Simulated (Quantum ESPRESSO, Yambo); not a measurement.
# Quasiparticle gap of CaO (Lime) in Yambo, part 2 of 2

How does a plane-wave GW calculation on CaO (Lime) run from the first input to the gap?

Quantum ESPRESSO 7.5 and Yambo 5.3.0; PBE and many-body steps on it, plane waves. Known limits of the many-body steps: not at the basis limit.

So far. Step 3 (Bands along the symmetry lines): The gap is 3.662 eV, as in the run before at this level. Step 4 (Empty states on the mesh, 6×6×6 mesh, 336 bands): On this mesh the gap is 3.662 eV.

## (5) Conversion and set-up

This step: Yambo 5.3.0; conversion and set-up on PBE, plane waves, norm-conserving pseudopotentials.

The states are converted to the many-body program's format and the q mesh is built.

Run with:

```bash
(cd o/x.save; p2y > p2y.log; mv SAVE ../..); yambo > setup.log
```

The log of the run:

```text
 Yambo, version 5.3.0

 [02] CORE Variables Setup
 =========================

  [02.01] Unit cells
  ==================

  Cell kind             :  FCC
  Atoms in the cell     :  Ca  O
  number of Ca atoms    :  1
  number of O  atoms    :  1

  List of atomic masses
  Mass of Ca    :  40.07800
  Mass of O     :  15.99900

  List of atomic coordinates    : [cc]
  Ca1       :  0.000000  0.000000  0.000000  order 1
  O1       :  4.547626  4.547626  4.547626  order 2

  Alat factors          :  4.547626  4.547626  4.547626 [a.u.]
  Direct lattice volume :  188.0980 [a.u.]
  Direct lattice vectors:  A[ 1 ]  A[ 2 ]  A[ 3 ]
   A[ 1 ]: -0.000000  1.000000  1.000000  [iru]
  -0.000000  4.547626  4.547626  [cc]
   A[ 2 ]:  1.000000 -0.000000  1.000000  [iru]
   4.547626 -0.000000  4.547626  [cc]
   A[ 3 ]:  1.000000  1.000000 -0.000000  [iru]
   4.547626  4.547626 -0.000000  [cc]

  Recip. lattice volume :  1.318729 [a.u.]
  Recip. lattice vectors:  B[ 1 ]  B[ 2 ]  B[ 3 ]
   B[ 1 ]: -0.500000  0.500000  0.500000  [iku]
  -0.690820  0.690820  0.690820  [cc]
   B[ 2 ]:  0.500000 -0.500000  0.500000  [iku]
   0.690820 -0.690820  0.690820  [cc]
   B[ 3 ]:  0.500000  0.500000 -0.500000  [iku]
   0.690820  0.690820 -0.690820  [cc]

  [02.02] Symmetries
  ==================

  Inversion symmetry    : yes
  Spatial inversion     : yes
  Inversion index       :  25
  K-space Time-reversal : no
  Magnetic symmetries   : no
  Group table correct   : yes
  Symmetries units      :  [cc]

   [S  1]:   1.0000     -0.21289E-16 -0.21289E-16 -0.21289E-16   1.0000      0.21289E-16  0.21289E-16  0.21289E-16   1.0000
   [S  2]:  -1.0000      0.21289E-16 -0.21289E-16  0.21289E-16  -1.0000      0.21289E-16 -0.21289E-16 -0.21289E-16   1.0000
   [S  3]:  -1.0000     -0.21289E-16  0.21289E-16  0.21289E-16   1.0000     -0.21289E-16 -0.21289E-16  0.21289E-16  -1.0000
[...]
[... 36 further rows ...]
   [S 47]: -0.21289E-16   1.0000      0.21289E-16  0.21289E-16 -0.21289E-16  -1.0000       1.0000      0.21289E-16 -0.21289E-16
   [S 48]: -0.21289E-16  -1.0000     -0.21289E-16  0.21289E-16  0.21289E-16   1.0000       1.0000     -0.21289E-16  0.21289E-16

  [02.03] Reciprocal space
  ========================

  nG shells         :  204
  nG charge         :  15593
  nG WFs            :  2603
  nC WFs            :  1964
  G-vecs. in first 20 shells:  [ Number ]
     1    9   15   27   51   59   65   89  113
    137   169   181   229   259   283   307   331   339
    387   411
  ...
  Shell energy in first 20 shells:  [ mHa ]
    0.00000      715.849      954.466      1908.93      2624.78      2863.40      3817.86      4533.71      4772.33
    5726.79      6442.64      7635.72      8351.57      8590.19      9544.66      10260.5      10499.1      11453.6
    12169.4      12408.1
  ...

  [02.04] K-grid lattice
  ======================

  Compatible Grid is   : 3D
[...]
WF components:  1940

  [02.05] Energies & Occupations
  ==============================

  [X] === General ===
  [X] Electronic Temperature                        :  0.000000  0.000000 [eV K]
  [X] Bosonic    Temperature                        :  0.000000  0.000000 [eV K]
  [X] Finite Temperature mode                       : no
  [X] El. density                                   :  0.57403E+24 [cm-3]
  [X] Fermi Level                                   :  7.745084 [eV]

  [X] === Gaps and Widths ===
  [X] Conduction Band Min                           :  3.662475 [eV]
  [X] Valence Band Max                              :  0.000000 [eV]
  [X] Filled Bands                                  :   8
  [X] Empty Bands                                   :     9   336
  [X] Direct Gap                                    :  4.036914 [eV]
  [X] Direct Gap localized at k                     :  13
  [X] Indirect Gap                                  :  3.662475 [eV]
  [X] Indirect Gap between kpts                     :   1  13
  [X] Last valence band width                       :  1.179441 [eV]
  [X] 1st conduction band width                     :  3.369635 [eV]

  E @ K [ 1]:  [eV]
   -37.674      -18.434      -18.434      -18.434      -15.464     -0.51962E-12 -0.26132E-12   0.0000
    4.71454   6.22765   6.22765   6.22765   7.71797   7.71797  14.99701  22.36333
  occ @ K [ 1]
   2.000000  2.000000  2.000000  2.000000  2.000000  2.000000  2.000000  2.000000
[...]
E @ K [ 2]:  [eV]
[...]
occ @ K [ 2]
[...]
E @ K [ 3]:  [eV]
[...]
occ @ K [ 3]
[...]
E @ K [ 8]:  [eV]
[...]
occ @ K [ 8]
[...]
E @ K [ 9]:  [eV]
[...]
occ @ K [ 9]
[...]
E @ K [10]:  [eV]
[...]
occ @ K [10]
[...]
E @ K [11]:  [eV]
[...]
occ @ K [11]
[...]
E @ K [12]:  [eV]
[...]
occ @ K [12]
[...]
E @ K [13]:  [eV]
[...]
occ @ K [13]
[...]
E @ K [14]:  [eV]
[...]
occ @ K [14]
[...]
E @ K [15]:  [eV]
[...]
occ @ K [15]
[...]
E @ K [16]:  [eV]
[...]
occ @ K [16]
   2.000000  2.000000  2.000000  2.000000  2.000000  2.000000  2.000000  2.000000
   0.000000  0.000000  0.000000  0.000000  0.000000  0.000000  0.000000  0.000000

 [03] Transferred momenta grid and indexing
 ==========================================

 IBZ Q-points                                      :  16
 BZ  Q-points                                      :  216

 K/Q-points units:
 rlu = crystal or reduced units; cc = cartesian coordinates; iku = interal k-units

 Q [ 1]         [rlu]:  0.000000  0.000000  0.000000
 Q [ 2]         [rlu]: -0.17600E-17 -0.17600E-17  0.16667
 Q [ 3]         [rlu]: -0.60863E-18 -0.60863E-18  0.33333
[...]
Q [ 8]         [rlu]:  0.13869E-16  0.16667     -0.33333
 Q [ 9]         [rlu]:  0.60863E-18  0.16667     -0.16667
 Q [10]         [rlu]: -0.23925E-16  0.33333      0.33333
     [... 4 further rows ...]
 Q [15]         [rlu]:  0.166667  0.333333 -0.333333
 Q [16]         [rlu]:  0.166667 -0.500000 -0.333333

  [03.01] X indexes
  =================

   [03.01.01] Sigma indexes
   ========================

 [06] Game Over & Game summary
```

Run time: 2 s. Hardware: 1 MPI rank of Arm Neoverse V2, shared host; peak memory 0.24 GiB.

## (6) Screening and self-energy, 6×6×6 mesh, 336 bands, screening to 353.7 eV

G0W0 replaces the xc potential by the self-energy, built once from these orbitals. Only a window of levels is corrected, while the sums run over the empty bands that the input names.

This step: G0W0 on PBE, plane waves, norm-conserving pseudopotentials.

Input file gw3.in:

```
HF_and_locXC
gw0
dyson
ppa
em1d
rim_cut
RandQpts= 1000000
RandGvec= 1 RL
EXXRLvcs= 72 Ry
VXCRLvcs= 288 Ry
Chimod= "HARTREE"
% BndsRnXp
 1 | 336 |
%
NGsBlkXp= 26 Ry
% LongDrXp
 1 | 1 | 1 |
%
% GbndRnge
 1 | 336 |
%
DysSolver= "n"
ExtendOut
PPAPntXp= 27.21138 eV
% QPkrange
 1 | 1 | 7 | 10 |
 13 | 13 | 7 | 10 |
%
```

Run with:

```bash
OMP_NUM_THREADS=1 mpirun -n 4 yambo -F gw3.in -J gw3 -C gw3 > gw3.log
```

The log of the run:

```text
 Yambo, version 5.3.0

 [02] CORE Variables Setup
 =========================

  [... cell, symmetries and grids as in the set-up ...]

  [02.05] Energies & Occupations
  ==============================

  [X] === General ===
  [X] Electronic Temperature                        :  0.000000  0.000000 [eV K]
  [X] Bosonic    Temperature                        :  0.000000  0.000000 [eV K]
  [X] Finite Temperature mode                       : no
  [X] El. density                                   :  0.57403E+24 [cm-3]
  [X] Fermi Level                                   :  7.745084 [eV]

  [X] === Gaps and Widths ===
  [X] Conduction Band Min                           :  3.662475 [eV]
  [X] Valence Band Max                              :  0.000000 [eV]
  [X] Filled Bands                                  :   8
  [X] Empty Bands                                   :     9   336
  [X] Direct Gap                                    :  4.036914 [eV]
  [X] Direct Gap localized at k                     :  13
  [X] Indirect Gap                                  :  3.662475 [eV]
  [X] Indirect Gap between kpts                     :   1  13
  [X] Last valence band width                       :  1.179441 [eV]
  [X] 1st conduction band width                     :  3.369635 [eV]

 [03] Transferred momenta grid and indexing
 ==========================================

 IBZ Q-points                                      :  16
 BZ  Q-points                                      :  216

 K/Q-points units:
 rlu = crystal or reduced units; cc = cartesian coordinates; iku = interal k-units

 Q [ 1]         [rlu]:  0.000000  0.000000  0.000000
 Q [ 2]         [rlu]: -0.17600E-17 -0.17600E-17  0.16667
 Q [ 3]         [rlu]: -0.60863E-18 -0.60863E-18  0.33333
 Q [ 4]         [rlu]:  0.13869E-16  0.13869E-16 -0.50000
 Q [ 5]         [rlu]: -0.11962E-16  0.16667      0.16667
 Q [ 6]         [rlu]:  0.20734E-17  0.16667      0.33333
 Q [ 7]         [rlu]: -0.31276E-16  0.16667      0.50000
 Q [ 8]         [rlu]:  0.13869E-16  0.16667     -0.33333
 Q [ 9]         [rlu]:  0.60863E-18  0.16667     -0.16667
 Q [10]         [rlu]: -0.23925E-16  0.33333      0.33333
     [... 4 further rows ...]
 Q [15]         [rlu]:  0.166667  0.333333 -0.333333
 Q [16]         [rlu]:  0.166667 -0.500000 -0.333333

 [04] Coloumb potential Random Integration (RIM)
 ===============================================

  [04.01] RIM initialization
  ==========================

  * Diagonal components only detected *

  8 x (sBL volume)        :  0.048842 [a.u.]
  sBZ random points       :  1000000
  Points outside the sBZ  :   7999624
  RL volume               :  1.318729 [a.u.]
  Integrated volume       :  1.318791 [a.u.]

  [04.02] RIM integrals
  =====================

  Gamma point sphere radius             :  0.066305 [a.u.]
  Points outside the sphere             :   799635
  [Int_sBZ(q=0) 1/q^2]*(Vol_sBZ)^(-1/3) =:  7.763403
                                 should be <:  7.795600

  Summary of Coulomb integrals for non-metallic bands |Q|[au] RIM/Bare

  Q [1] 0.100000E-4 0.995870 * Q [2] 0.199423 1.065611
  Q [5] 0.230273 1.062979 * Q [9] 0.325656 1.025346
  Q [6] 0.381865 1.019123 * Q [3] 0.398845 1.016899
  Q [10] 0.460547 1.013120 * Q [8] 0.501869 1.010302
  Q [14] 0.514907 1.010267 * Q [7] 0.564052 1.008526
  Q [4] 0.598268 1.007214 * Q [11] 0.598268 1.007619
  Q [12] 0.651312 1.006045 * Q [15] 0.681158 1.005570
  Q [13] 0.690820 1.005754 * Q [16] 0.728189 1.005199

 [05] Dipoles
 ============

  [05.01] Setup: observables and procedures
  =========================================

 [06] Dynamic Dielectric Matrix (PPA)
 ====================================

 [WR./gw3//ndb.pp]---------------------------------------------------------------
  Brillouin Zone Q/K grids (IBZ/BZ)                :   16  216   16  216
  RL vectors                                       :  2637 [WF]
  Coulomb cutoff potential                         : none
  Electronic Temperature                           :  0.000000 [K]
  Bosonic    Temperature                           :  0.000000 [K]
  PPA    diel. fun.  energies                      : Perdew, Burke & Ernzerhof(X)+Perdew, Burke & Ernzerhof(C)
  wavefunctions                                    : Perdew, Burke & Ernzerhof(X)+Perdew, Burke & Ernzerhof(C)
  Global Gauge                                     : length
  X matrix size                                    :   459
  X band range                                     :     1   336
  X e/h energy range                               : -1.000000 -1.000000 [eV]
  X Time ordering                                  : R
  X Hxc Kernel                                     : HARTREE
  X Drude frequency                                :  0.000000  0.000000
  X poles                                          :  100.0000 [o/o]
  RL vectors in the sum                            :  2637
  [r,Vnl] included                                 : yes
  Field direction                                  :  0.577350E-5  0.577350E-5  0.577350E-5
  BZ energy Double Grid                            : no
  BZ energy DbGd points                            : 0
  BZ Q point size factor                           : -1.000000
  X Optical Averaged directions                    : none

 [07] Local Exchange-Correlation + Non-Local Fock
 ================================================

 [VXC] Plane waves :  15593
 [EXS] Plane waves :  1989

 QP @ state[ 1 ] K range:  1  1
 QP @ state[ 1 ] b range:   7  10
 QP @ state[ 2 ] K range:  13  13
 QP @ state[ 2 ] b range:   7  10

 [xc] Functional : Perdew, Burke & Ernzerhof(X)+Perdew, Burke & Ernzerhof(C)
 [xc] LIBXC used to calculate xc functional
  PP Number of Atomic Species                      :  2
  NLCC RL compoments                               :  15593
  PP Number of Atomic Species                      :  2
  NLCC RL compoments                               :  15593

 [xc] E_xc :  -8.750691 [Ha]
      E_xc :  -17.50138 [Ry]

  Local XC kind (lXC) : Perdew, Burke & Ernzerhof(X)+Perdew, Burke & Ernzerhof(C)
  Non-Local XC kind (nlXC) : Hartree-Fock

  Corrections @ K [1] :  [eV]
 <7|nlXC|7> = -24.56472  0.15117E-16 <7|lXC|7> = -19.38763 -0.32472E-16
 <8|nlXC|8> = -24.56471  0.87350E-17 <8|lXC|8> = -19.38763  0.18071E-20
 <9|nlXC|9> = -6.461774 -0.33078E-18 <9|lXC|9> = -10.89252  0.94359E-16
 <10|nlXC|10> = -7.016213  0.83074E-19 <10|lXC|10> = -13.89969 -0.18885E-15

  Corrections @ K [13] :  [eV]
 <7|nlXC|7> = -24.25009 -0.81306E-17 <7|lXC|7> = -18.91591  0.37761E-15
 <8|nlXC|8> = -24.25001 -0.25249E-17 <8|lXC|8> = -18.91591 -0.28323E-15
 <9|nlXC|9> = -5.922964 -0.10002E-17 <9|lXC|9> = -11.42976  0.18873E-15
 <10|nlXC|10> = -8.847700 -0.34060E-18 <10|lXC|10> = -16.11193 -0.33878E-19

 [08] Dyson equation: Newton solver
 ==================================

  [08.01] G0W0 (W PPA)
  ====================

  [  GW  ] Bands range     :     1   336
  [GW/PPA] G damping       :  0.100000 [eV]

  QP @ state[ 1 ] K range:  1  1
  QP @ state[ 1 ] b range:   7  10
  QP @ state[ 2 ] K range:  13  13
  QP @ state[ 2 ] b range:   7  10

   Sc/G bands                                       :     1   336
   Sc/G damping                                     :  0.100000 ev
   Sc bands terminator                              : no
   Sx RL components                                 :  1989

   QP @ state[ 1 ] K range                          :  1  1
   QP @ state[ 1 ] b range                          :   7  10
   QP @ state[ 2 ] K range                          :  13  13
   QP @ state[ 2 ] b range                          :   7  10
   GF energies kind                                 : Perdew, Burke & Ernzerhof(X)+Perdew, Burke & Ernzerhof(C)
   GF WF`s kind                                     : Perdew, Burke & Ernzerhof(X)+Perdew, Burke & Ernzerhof(C)
   Xs energies kind                                 : Perdew, Burke & Ernzerhof(X)+Perdew, Burke & Ernzerhof(C)
   Xs WF`s kind                                     : Perdew, Burke & Ernzerhof(X)+Perdew, Burke & Ernzerhof(C)

 [11] Game Over & Game summary
```

Wall time 28 min (4 MPI ranks); peak memory 2.4 GiB; 1.8 h of CPU time.

Numbers from this step:

```yaml
g0w0_gap_on_the_points_computed: 5.904 eV
starting_gap_on_the_mesh: 3.662 eV
k_of_the_valence_top: 0, 0, 0
k_of_the_conduction_bottom: 0, -0.5, -0.5
least_direct_g0w0_gap_on_the_computed_points: 6.303 eV
z_at_the_valence_top: 0.7776
z_at_the_conduction_bottom: 0.8497
```

The gap on the mesh goes from 3.66 eV to 5.90 eV, a correction of +2.24 eV.

Limits: finite bands, cutoff and mesh. v1 is the top filled band, c1 the lowest empty one. Levels before and after the correction, in eV, zero at the valence-band top of each column:

|  | conduction bottom | valence top |
| --- | --- | --- |
| Kohn-Sham | 3.66 | 0.00 |
| G0W0 | 5.90 | 0.00 |

|  | level | energy (eV) |
| --- | --- | --- |
| Kohn-Sham | Γ v2-v1 | 0.000 |
| Kohn-Sham | Γ c1 | 4.715 |
| Kohn-Sham | Γ c2 | 6.228 |
| Kohn-Sham | (0 -0.5 -0.5) v2-v1 | -0.374 |
| Kohn-Sham | (0 -0.5 -0.5) c1 | 3.662 |
| Kohn-Sham | (0 -0.5 -0.5) c2 | 8.023 |
| G0W0 | Γ v2-v1 | 0.000 |
| G0W0 | Γ c1 | 6.303 |
| G0W0 | Γ c2 | 9.073 |
| G0W0 | (0 -0.5 -0.5) v2-v1 | -0.477 |
| G0W0 | (0 -0.5 -0.5) c1 | 5.904 |
| G0W0 | (0 -0.5 -0.5) c2 | 11.038 |

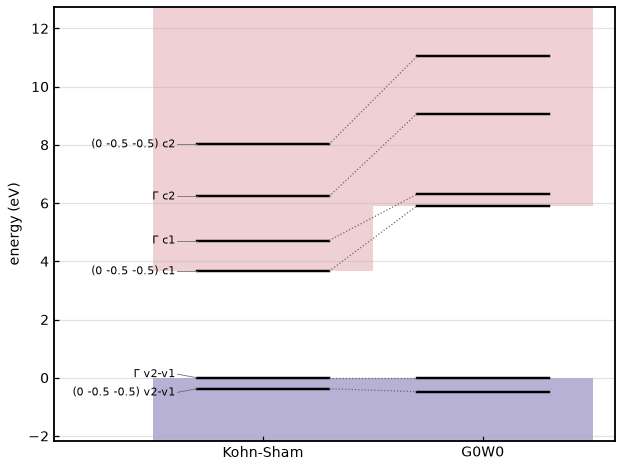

Levels before and after the correction. Shaded: valence and conduction bands.

## (7) Where the time went

Times are wall times on the hardware named with each run, good to a factor of about two.

```
                          step    time  share  memory (GiB)
                  ground state   3.9 s    0 %           0.2
bands along the symmetry lines   2.8 s    0 %          0.18
      empty states on the mesh    37 s    2 %          0.46
         conversion and set-up     2 s    0 %          0.24
     screening and self-energy  28 min   97 %           2.4
```

## (8) Results

- PBE gap: 3.66 eV, indirect
- G0W0 gap on the mesh: 5.90 eV
- GW settings: 6×6×6 mesh, 336 bands, screening to 353.7 eV, Godby-Needs plasmon pole
- known limits: not at the basis limit

What this shows: G0W0 moves the gap on the mesh from 3.66 eV to 5.90 eV (+2.24 eV), with Z of 0.78 and 0.85 at the edges. Only 2 of the mesh's irreducible points were corrected, so a valley elsewhere could overtake. The dearest step here is «screening and self-energy». Bands and cutoff are finite, so the gap is not at the basis limit. The miss can reach some tenths of an eV and take either sign; the mesh is an error of its own. In the G0W0 run levels were corrected at 2 k points alone, so a gap called «on the mesh» is the least over those, and an edge elsewhere would be missed.

[Paths, hosts, dates, memory and timing lines, banners, echoed tables and standing remarks are left out of the program output.]

[Logs are printed without paths, hosts, clocks, repeated set-up lines and the standing remarks that a program may print on its own settings, such as how far it seeks lower states.]

[Runs of the session that timed out or met a known fault of the program may be left out.]

[Hosts, paths, dates, database ids (printed as entryN), source tags and the programs' standing remarks are cut or masked in the printed files.]
